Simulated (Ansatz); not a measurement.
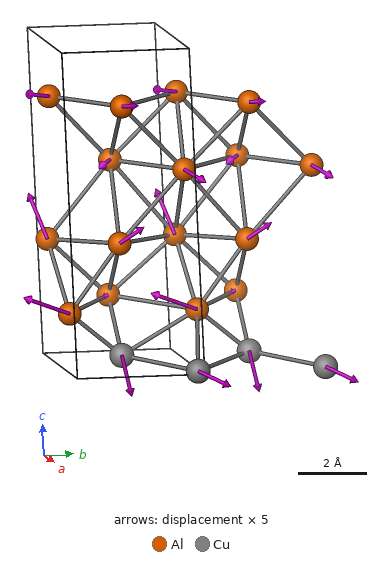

A relaxation of solid Al4Cu (a generated structure, set up in P1) (coarse preliminary run). The starting structure is drawn; purple arrows show the displacements (the part carried along by the change of the cell is left out), 5 times their true length.

The picture is a ball-and-stick view of the cell of the calculation, repeated 1 × 2 × 1 with one cell outlined, seen slightly off an axis.

These are results of DFT PBE, scalar-relativistic, plane waves, PAW in Ansatz 0.2.0, not measurements. Settings: plane-wave cutoff 420 eV; k-point mesh 6 × 6 × 6; occupations gaussian; smearing width 0.2 eV; no spin polarisation; cell and atoms relaxed; force threshold 0.025 eV/Å; at most 60 steps.

What happened in the run?

Answer. The atom that moves furthest relative to the cell is an Al atom (0.33 Å roughly along [1 −3 1]). By element the largest moves are Al 0.33 Å, Cu 0.26 Å. The volume changes by +2.8 %, with a 3.969 → 4.011 Å (+1.1 %), b 3.942 → 4.008 Å (+1.7 %), c 9.685 → 9.728 Å (+0.4 %), α 91.0° → 90.0°, β 100.7° → 101.9°, γ 91.4° → 90.0°. Among the contacts that change: Al–Cu 2.096 → 2.620 Å, Al–Al 3.231 → 2.835 Å, Al–Al 2.452 → 2.835 Å, Al–Al 2.475 → 2.835 Å. The space group (tolerance 0.01 Å) goes from P1 (No. 1) to I4/mmm (No. 139). Over 4 accepted moves (5 points after the start) the energy falls by 189 meV per atom. The largest force component goes from 2.8 to 0.011 eV/Å. Pressure: 9.00 GPa at the start and 0.02 GPa at the end. At 1 point the geometry stayed and the basis and grid were re-selected for the new cell (energy shift of 0.3 meV per atom at most each time).
